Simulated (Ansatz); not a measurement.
**Cs$_{3}$P$_{3}$O: density, localisation and related maps**

```cif
data_structure
_symmetry_space_group_name_H-M 'P 1'
_symmetry_Int_Tables_number 1
_cell_length_a 7.0431
_cell_length_b 7.0431
_cell_length_c 7.0431
_cell_angle_alpha 90.000
_cell_angle_beta 90.000
_cell_angle_gamma 90.000
_cell_volume 349.37
loop_
_atom_site_label
_atom_site_type_symbol
_atom_site_fract_x
_atom_site_fract_y
_atom_site_fract_z
_atom_site_occupancy
Cs1 Cs 0.50000 0.50000 0.00000 1
Cs2 Cs 0.00000 0.50000 0.50000 1
Cs3 Cs 0.50000 0.00000 0.50000 1
P1 P 0.50000 0.00000 0.00000 1
P2 P 0.00000 0.50000 0.00000 1
P3 P 0.00000 0.00000 0.50000 1
O1 O 0.50000 0.50000 0.50000 1
```

Space group Pm-3m; a structure generated by program, which may or may not match a known phase; the SCF solution may not be the lowest one; spin-polarised.

These are results of Ansatz 0.2.0, DFT PBE, scalar-relativistic, plane waves, PAW, not measurements.

In a PAW calculation such maps are meaningful between the atoms, not at the nuclei.

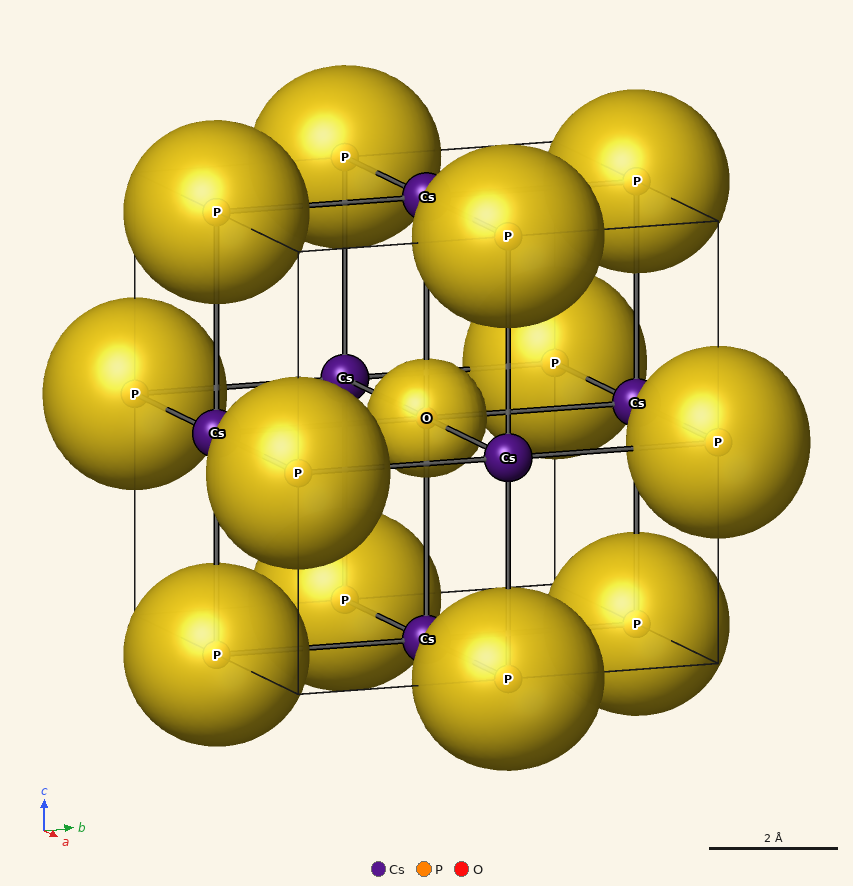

Figure 1. Isosurface of the magnetisation density (up minus down) at +0.05 e/Å³ (yellow), seen slightly off an axis. Sticks mark near contacts.

> Which atoms carry the moments, and with what signs?

The spin density sits on P: +1.8 μB (×3); O: +1.0 μB in one cell of 7 atoms, with smaller moments on Cs (up to +0.07 μB): parallel main moments (a ferromagnetic arrangement) in this solution. The cell of the calculation (7 atoms) carries 8.0 μB of net spin moment.

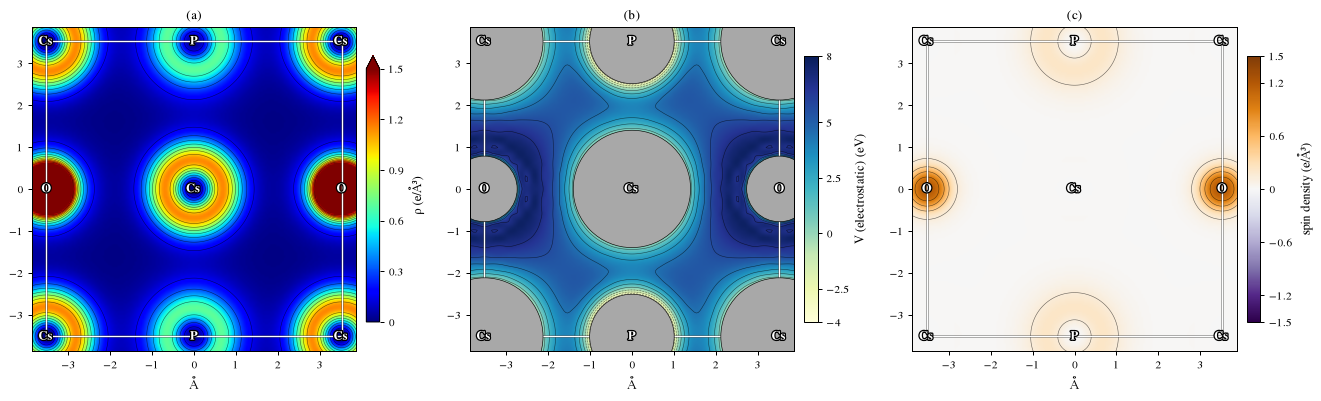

Figure 2. (a) valence charge density (pseudo); (b) electrostatic potential (local pseudopotential plus Hartree) felt by an electron; (c) magnetisation density (up minus down) on the (100) plane of the conventional cell. Grey discs cover the atomic cores in the potential map.

> Interpret the plot.

The plane passes through Cs, P and O nuclei.
Cs–O (3.52 Å): ρ at the midpoint is about 0.05 e/Å³.
Cs–P (3.52 Å): ρ is about 0.09 e/Å³ halfway.
Between the atoms the lowest density in this plane is 0.01 e/Å³.

Outside the cores the potential energy rises away from the atoms and is highest about 1.2 Å from the nearest atoms; its zero is arbitrary.

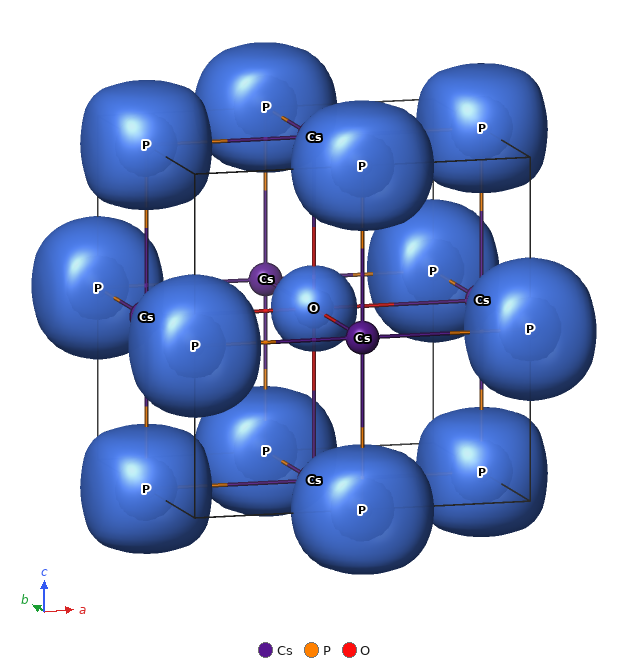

Figure 3. Isosurface of the ELF at 0.75 (blue), seen slightly off an axis. Only the valence region is drawn (cores and ρ < 0.01 e/Å³ removed). Sticks mark near contacts.

> Identify the bonds, lone pairs and shells in this picture.

The surface consists of one region wrapped around O (its valence shell) and three regions wrapped around P (the valence shell of each), counted in one cell of 7 atoms. Any copies at cell faces, edges or corners count once. Profiles from the grid: Cs–O (3.52 Å): the ELF is about 0.05 at the midpoint: no localised pair shows between them. Cs–P (3.52 Å): the ELF peaks at about 0.90 in the valence shell of P, 1.0 Å from its nucleus, and drops to about 0.10 between the two atoms; no localised pair shows between them.
